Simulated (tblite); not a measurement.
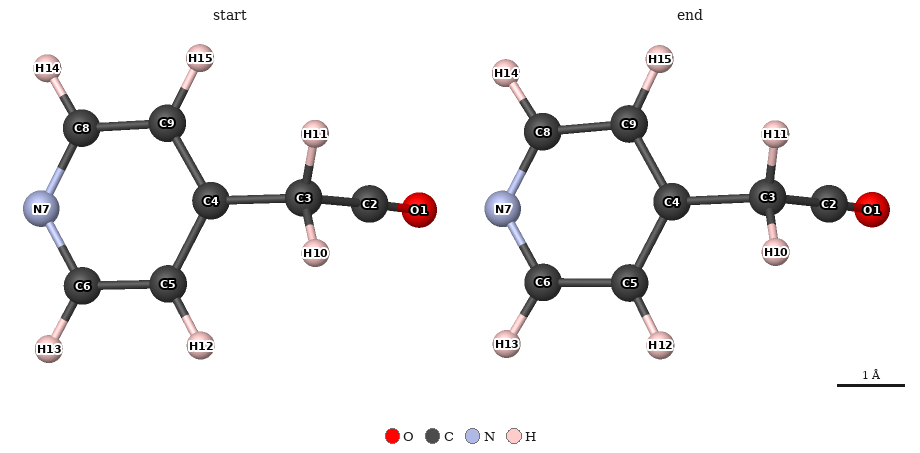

The structure of C7H6NO (charge +1) before (left) and after (right) a relaxation, at one scale.

A ball-and-stick model, seen at a tilt.

Method: GFN2-xTB geometry optimisation, gas phase in tblite 0.8.0. 

Describe what moved and what it gained.

Answer. After 28 geometry steps the energy has fallen by 8.97 kcal/mol. The largest move after the best rigid fit is that of O1, 0.11 Å. Largest moves by element: O 0.11 Å, H 0.08 Å, C 0.07 Å, N 0.02 Å. Among the contacts that change: C2–C3 1.462 → 1.379 Å, C3–C4 1.493 → 1.567 Å, C6–N7 1.365 → 1.311 Å, N7–C8 1.356 → 1.311 Å. Bond angles that change, for instance: O1–C2–C3 178.3° → 173.0°, N7–C8–H14 120.1° → 116.8°, C2–C3–C4 110.9° → 107.9°. The run took 0.27 s on 1 thread of Arm Neoverse N1, with other jobs on the host.
